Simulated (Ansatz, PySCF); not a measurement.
Torsion H3–B1–O2–H5 in BH3O (SMILES BO); at each angle all else is relaxed with GFN2-xTB, and the levels are single points there.
Geometry at 0° (charge 0, multiplicity 1):
```xyz
5

B     -0.439    -0.055     0.044
O      0.823    -0.410     0.239
H     -1.300    -0.840    -0.152
H     -0.657     1.096     0.077
H      1.033    -1.345     0.218
```
Energies count from the point at 0°.

Cores are frozen in the correlated methods. CBS(a, b) extrapolates the correlation energy as X⁻³ and adds the Hartree–Fock energy of set b.

Codes used: Ansatz (an electronic-structure program); PySCF for the dispersion terms. 

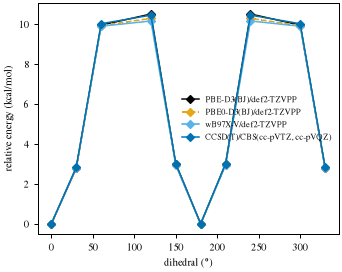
Figure: Relative energy along the coordinate
